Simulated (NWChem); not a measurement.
# One shape, several levels: CH9NSi2 (SMILES CN([SiH3])[SiH3])

Wanted: a comparison of 5 runs (HF/def2-SVP, PBE0/def2-SVP, MP2/STO-3G, MP2/6-31G*, CCSD/pcseg-1) of CH9NSi2. 

The results are computed with NWChem 7.3.0.

### 1 Starting point

The species is CH9NSi2 (13 atoms), meant as a singlet with charge 0. SMILES: `CN([SiH3])[SiH3]`. The shape is that of a PBE0-D4/def2-TZVP optimisation.

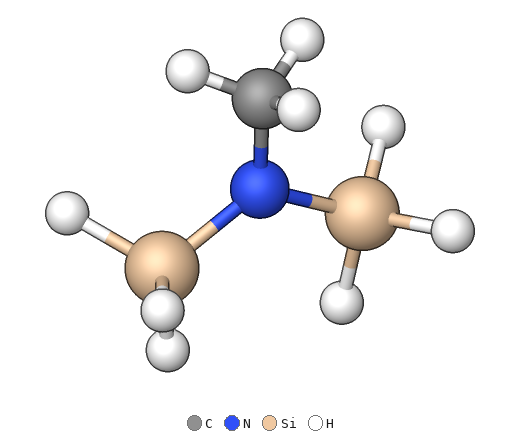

The structure, seen from a chosen angle (carbon grey, nitrogen blue, silicon light orange, hydrogen white).

### 2 Energy and forces at HF/def2-SVP (run 1)

a.xyz reads:

```xyz
13

C     -0.311100     1.254300    -0.765500
N     -0.077200     0.031200    -0.000200
Si     0.489400     0.221700     1.618200
Si    -0.188700    -1.459400    -0.861800
H     -1.071300     1.091300    -1.536000
H     -0.681500     2.054100    -0.116400
H      0.597000     1.617200    -1.260900
H      0.550500    -1.115200     2.257700
H     -0.437800     1.115800     2.366600
H      1.840300     0.851800     1.676100
H     -1.508500    -1.538600    -1.548000
H     -0.037700    -2.575500     0.103400
H      0.857000    -1.583600    -1.918400
```

run.py reads:

```python
from ase.io import read
from ase.calculators.nwchem import NWChem

atoms = read('a.xyz')

calc = NWChem(
    label='a',
    theory='scf',
    memory='2200 mb',
    basis='def2-SVP',
    basispar='spherical bse',
    scf={'nopen': '0', 'rhf': None, 'thresh': '1e-08', 'maxiter': '80'},
)
atoms.calc = calc

forces = atoms.get_forces()
print("Total energy (eV):", round(atoms.get_potential_energy(), 6))
print("forces (eV/A):")
for s, f in zip(atoms.symbols, forces):
    print(f"{s:2s} {f[0]:10.5f} {f[1]:10.5f} {f[2]:10.5f}")
print("dipole (e A):", atoms.get_dipole_moment().round(4))
```

Launch:

```bash
$ export ASE_NWCHEM_COMMAND="nwchem PREFIX.nwi > PREFIX.nwo"
$ python run.py
```

Standard output:

```text
Total energy (eV): -18373.006192
forces (eV/A):
C    -0.06798    0.12280   -0.06289
N     0.01039    0.22991   -0.15997
Si    0.09719    0.07487    0.45354
Si   -0.09133   -0.39389   -0.23839
H     0.06356    0.05492    0.05656
H     0.02386   -0.04438   -0.08896
H    -0.06356   -0.01553    0.02772
H     0.01543    0.12197    0.01162
H     0.08850   -0.08274   -0.00627
H    -0.08773   -0.04916    0.00776
H     0.10048   -0.04880    0.04340
H    -0.01939    0.03564   -0.11719
H    -0.06937   -0.00576    0.07312
dipole (e A): [-0.0356  0.1502 -0.0921]
```

The calculator wrote a.nwi:

```
title "a"

permanent_dir a

scratch_dir a

start a

geometry units angstrom nocenter noautosym noautoz
  C  -3.1109999999999999e-01 1.2543000000000000e+00 -7.6549999999999996e-01
  N  -7.7200000000000005e-02 3.1199999999999999e-02 -2.0000000000000001e-04
  Si 4.8940000000000000e-01 2.2170000000000001e-01 1.6182000000000001e+00
  Si -1.8870000000000001e-01 -1.4594000000000000e+00 -8.6180000000000001e-01
  H  -1.0712999999999999e+00 1.0912999999999999e+00 -1.5360000000000000e+00
  H  -6.8149999999999999e-01 2.0541000000000000e+00 -1.1640000000000000e-01
  H  5.9699999999999998e-01 1.6172000000000000e+00 -1.2608999999999999e+00
  H  5.5049999999999999e-01 -1.1152000000000000e+00 2.2576999999999998e+00
  H  -4.3780000000000002e-01 1.1157999999999999e+00 2.3666000000000000e+00
  H  1.8403000000000000e+00 8.5180000000000000e-01 1.6760999999999999e+00
  H  -1.5085000000000000e+00 -1.5386000000000000e+00 -1.5480000000000000e+00
  H  -3.7699999999999997e-02 -2.5754999999999999e+00 1.0340000000000001e-01
  H  8.5699999999999998e-01 -1.5835999999999999e+00 -1.9184000000000001e+00
end

memory 2200 mb

basis spherical bse noprint
   * library def2-SVP
end

scf
  nopen 0
  rhf
  thresh 1e-08
  maxiter 80
end

task scf gradient
```

a.nwo:

```text
Northwest Computational Chemistry Package (NWChem) 7.3.0
             --------------------------------------------------------

           Job information
           ---------------

    nwchem branch   = 7.3.0
    use scalapack   = T
    input           = a.nwi
    prefix          = a.
    data base       = a/a.db
    status          = startup
    nproc           =        1

           Memory information
           ------------------

[... 5 lines left out ...]
    hardfail = no
[... 144 lines left out ...]
         Quadratically convergent ROHF
[... 14 lines left out ...]
       Final RHF  results
[... 4 lines left out ...]
      Two-electron energy =    486.258477652168
[... 44 lines left out ...]
                       ROHF Final Molecular Orbital Analysis
[... 287 lines left out ...]
                 ----------------------------------------
                 |  Time  |  1-e(secs)   |  2-e(secs)   |
                 ----------------------------------------
                 |  CPU   |       0.01   |       2.89   |
                 ----------------------------------------
                 |  WALL  |       0.01   |       2.89   |
                 ----------------------------------------

 Task  times  cpu:       16.9s     wall:       16.9s
 Total times  cpu:       17.0s     wall:       17.0s
```

Run time: 18 s. Hardware: 1 thread of Intel Xeon 6975P-C (Granite Rapids), shared host; peak memory 0.1 GiB.

### 3 Energy and gradient at PBE0/def2-SVP (run 2)

run.nw reads:

```
start run
title "CH9NSi2 gradient"
memory total 2200 mb
charge 0

geometry noautosym nocenter noautoz
  C     -0.311100     1.254300    -0.765500
  N     -0.077200     0.031200    -0.000200
  Si     0.489400     0.221700     1.618200
  Si    -0.188700    -1.459400    -0.861800
  H     -1.071300     1.091300    -1.536000
  H     -0.681500     2.054100    -0.116400
  H      0.597000     1.617200    -1.260900
  H      0.550500    -1.115200     2.257700
  H     -0.437800     1.115800     2.366600
  H      1.840300     0.851800     1.676100
  H     -1.508500    -1.538600    -1.548000
  H     -0.037700    -2.575500     0.103400
  H      0.857000    -1.583600    -1.918400
end

basis spherical bse
  * library def2-SVP
end

dft
  xc pbe0
  grid fine
  convergence energy 1e-08
  iterations 100
  mulliken
  noprint "final vectors analysis"
end

task dft gradient
```

Launch:

```bash
$ nwchem run.nw > run.out
```

Standard output:

```text
[...]
          Wavefunction type:  closed shell.
          No. of atoms     :    13
          No. of electrons :    50
[...]
          Charge           :     0
          Spin multiplicity:     1
[...]
          AO basis - number of functions:   109
[...]
              XC Information
              --------------
                         PBE0 Method XC Functional
                     Hartree-Fock (Exact) Exchange  0.250
          PerdewBurkeErnzerhof Exchange Functional  0.750
            Perdew 1991 LDA Correlation Functional  1.000 local
           PerdewBurkeErnz. Correlation Functional  1.000 non-local
[...]
 d= 0,ls=0.0,diis     1   -676.6097162358 -9.08D+02  6.68D-03  3.29D-01     3.4
[...]
 d= 0,ls=0.0,diis     8   -676.6519770750 -2.70D-09  1.43D-06  2.38D-08    20.7
         Total DFT energy =     -676.651977075048
      One electron energy =    -1393.511088633978
           Coulomb energy =      542.639601255151
    Exchange-Corr. energy =      -57.194944803706
 Nuclear repulsion energy =      231.414455107485
[...]
      Total Density - Mulliken Population Analysis
     ---------------------------------------------
    Atom       Charge   Shell Charges
 -----------   ------   -------------------------------------------------------
    1 C    6     5.91   1.99  0.89  0.13  2.08  0.78  0.04
    2 N    7     7.67   1.99  0.97  0.56  2.46  1.68  0.01
    3 Si  14    13.53   2.00  1.98  1.02  0.17  5.93  1.28  0.90  0.25
    4 Si  14    13.53   2.00  1.98  1.02  0.17  5.93  1.28  0.90  0.25
    5 H    1     0.95   0.74  0.18  0.02
    6 H    1     0.95   0.74  0.18  0.02
    7 H    1     0.95   0.74  0.18  0.02
    8 H    1     1.08   0.74  0.33  0.01
    9 H    1     1.09   0.74  0.34  0.01
   10 H    1     1.09   0.74  0.34  0.01
[...]
  wavefunction    = closed shell
[...]
```

Run time: 27 s. Hardware: 1 thread of Intel Xeon 6975P-C (Granite Rapids), shared host; peak memory 0.13 GiB.

Runs 3 to 4 aren't shown in full; the table further down has their settings and results.

### 4 The energy at CCSD/pcseg-1 (run 5)

ch9nsi2.nw reads:

```
start ch9nsi2
memory stack 880 mb heap 220 mb global 1100 mb

geometry units angstrom noautosym nocenter noautoz
   C    -0.311100    1.254300   -0.765500
   N    -0.077200    0.031200   -0.000200
   Si    0.489400    0.221700    1.618200
   Si   -0.188700   -1.459400   -0.861800
   H    -1.071300    1.091300   -1.536000
   H    -0.681500    2.054100   -0.116400
   H     0.597000    1.617200   -1.260900
   H     0.550500   -1.115200    2.257700
   H    -0.437800    1.115800    2.366600
   H     1.840300    0.851800    1.676100
   H    -1.508500   -1.538600   -1.548000
   H    -0.037700   -2.575500    0.103400
   H     0.857000   -1.583600   -1.918400
end

basis spherical bse
   C library pcseg-1
   N library pcseg-1
   Si library pcseg-1
   H library pcseg-1
end

scf
   thresh 1e-08
   maxiter 80
   noprint "final vectors analysis"
end

ccsd
   freeze core 12
   maxiter 60
end

task ccsd energy
```

Launch:

```bash
$ nwchem ch9nsi2.nw > ch9nsi2.out
```

Standard output:

```text
[...]
  functions       =   109
[...]
  wavefunction    = RHF
[...]
         Total SCF energy =   -675.375647755376
      One-electron energy =  -1393.311091236595
      Two-electron energy =    486.520988373734
 Nuclear repulsion energy =    231.414455107485
        Time for solution =     18.3s
[...]
 Total MP2 energy:           -675.884152858840253
[...]
             energy      energy      error      ampl     ampl      Block
                                                time     time      time
[...]
 Total CCSD energy:           -675.943658611218098
[...]
```

Run time: 2.9 min. Hardware: 1 thread of Intel Xeon 6975P-C (Granite Rapids), shared host; peak memory 0.29 GiB.

### 5 Overview of the runs

```csv
run,level,iteration cap,module,energy (Eh),dipole moment (D),HOMO energy (eV),LUMO energy (eV),wall time
1,HF/def2-SVP,80,scf,-675.195529,0.86,-10.27,3.89,18 s
2,PBE0/def2-SVP,100,dft,-676.651977,0.86,–,–,27 s
3,MP2/STO-3G,80,mp2,-667.798257,0.08,-7.16,12.48,7.2 s
4,MP2/6-31G* (spherical functions),80,mp2,-675.854955,0.85,-10.15,3.81,38 s
5,CCSD/pcseg-1,80,ccsd,-675.943659,–,–,–,2.9 min
```

### 6 Summary of results

| quantity | value |
| --- | --- |
| run 5: total energy | -675.94366 Eh |
| run 5: correlation energy (12 core orbitals frozen) | -568.0 mEh |

**Reading.** Over runs 1, 2, 3, 4 the dipole moment (its size) runs from 0.08 D (MP2/STO-3G) to 0.86 D (HF/def2-SVP). The two ends differ in method and basis. In run 3 the basis is minimal, so the values are rough. All runs together took 4.3 min, the longest 2.9 min.
